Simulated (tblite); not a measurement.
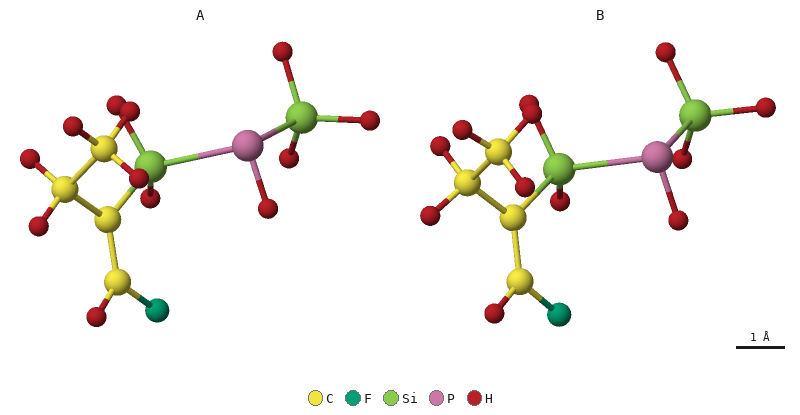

Two geometries of C₄H₁₂FPSi₂, drawn at one scale. One is the start of a relaxation, the other its converged end. The picture is a ball-and-stick view, seen from a free direction.

These are results of GFN2-xTB geometry optimisation, gas phase in tblite 0.8.0, not measurements. 

Which one is relaxed?

Structure A is the relaxed one. After 103 geometry steps the energy has fallen by 3.88 kcal/mol. An H atom moves most after the best rigid fit: 0.41 Å. Largest moves by element: H 0.41 Å, P 0.31 Å, F 0.19 Å, C 0.19 Å, Si 0.19 Å. Near-neighbour distances that change, for instance: P–Si 2.201 → 2.228 Å, H–P 1.407 → 1.380 Å, C–Si 1.868 → 1.892 Å, H–Si 1.490 → 1.467 Å. Among the angles between lasting bonds that change: Si–P–Si 94.2° → 101.6°, H–C–H 103.9° → 108.2°, P–Si–H 111.3° → 115.5°.
